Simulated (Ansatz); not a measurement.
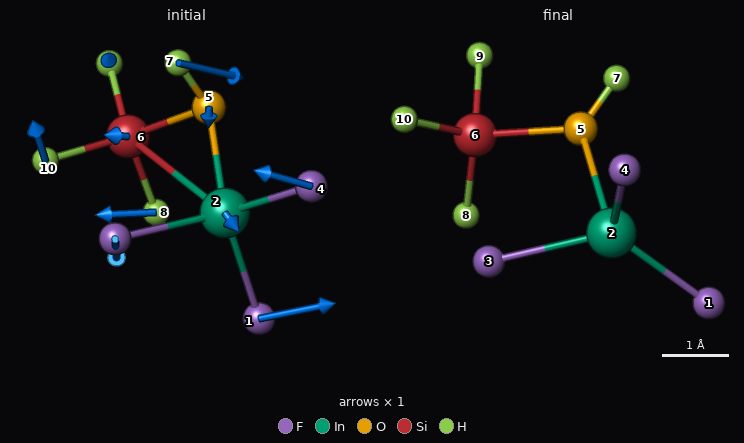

The structure of InSiH₄OF₃ (coarse preliminary run) before (left) and after (right) a relaxation, at one scale. The blue arrows give the displacements, at their true length.

A ball-and-stick model, seen from a free direction.

The start comes from a force field.

Computed with RKS PBE-D4/def2-SVP in Ansatz.

Input file:
```yaml
crystal:
  periodic: [false, false, false]
  atoms:
    - {symbol: F, position_ang: [-0.872400, -2.384900, 0.573300]}
    - {symbol: In, position_ang: [-0.084400, -1.237600, -0.833500]}
    - {symbol: F, position_ang: [1.842800, -1.412700, -0.737800]}
    - {symbol: F, position_ang: [-0.618600, -1.829400, -2.604600]}
    - {symbol: O, position_ang: [-0.597900, 0.689000, -0.590300]}
    - {symbol: Si, position_ang: [-0.031000, 1.134400, 0.991200]}
    - {symbol: H, position_ang: [0.012800, 1.199000, -1.190600]}
    - {symbol: H, position_ang: [-0.655200, 0.304800, 2.003200]}
    - {symbol: H, position_ang: [-0.342700, 2.547100, 1.298500]}
    - {symbol: H, position_ang: [1.429900, 0.939200, 1.093500]}
basis:
  gaussian: {orbitals: def2-SVP}
hamiltonian: {xc: pbe, dispersion: d4}
relax: {f_tol: 0.03, max_steps: 200}
```

Run as
```bash
ansatz run in.yaml --threads 4 --pin off --events-out ev --progress --plain --max-ram 11315MiB
```

What changed between the two?

The energy falls by 30.6 kcal/mol in 24 accepted moves (26 points after the start). The largest force component goes from 4.6 to 0.02 eV/Å. The line search rejected the trial steps at points 20, 23 of the run. H7 moves most after the best rigid fit: 1.43 Å. Largest moves by element: H 1.43 Å, F 1.40 Å, Si 0.47 Å, In 0.41 Å, O 0.36 Å. Some distances before and after: F3–Si6 3.604 → 2.516 Å, In2–Si6 2.993 → 3.392 Å, In2–O5 2.009 → 2.238 Å, In2–F3 1.938 → 2.011 Å. Bond angles that change, for instance: F3–In2–O5 109.6° → 75.5°, In2–O5–H7 105.1° → 128.4°, Si6–O5–H7 102.5° → 116.0°.
